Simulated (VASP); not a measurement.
Energy against volume of GaSb (zinc blende). Calculation: HSEsol screened hybrid, VASP's PBE PAW potentials (set 64) (plane waves; VASP).

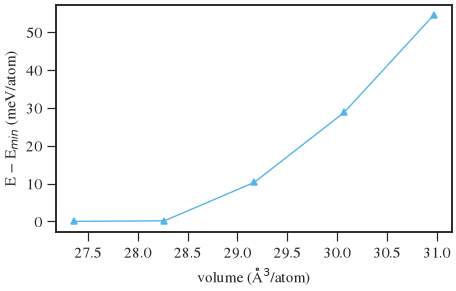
Fig. 1. Energy against volume

Estimate the equilibrium volume and the bulk modulus.

The minimum lies near 27.8 Å³/atom, and the curvature gives B0 of about 59 GPa.

Measured: bulk modulus 57.0 GPa (computed value off by +3.3 %), as given by Cormac Toher et al., Physical Review Materials (2017), arXiv:1611.05714; a 6.096 Å at 300 K (computed value off by -0.6 %), as given by I. Vurgaftman et al., Journal of Applied Physics (2001), doi:10.1063/1.1368156. The calculation is for a static lattice, while the measured bulk modulus, a hold thermal and zero-point effects, which are part of the difference.

The compound is GaSb in the zinc blende structure. It was relaxed first. The cell's shape comes from a PBE relaxation.
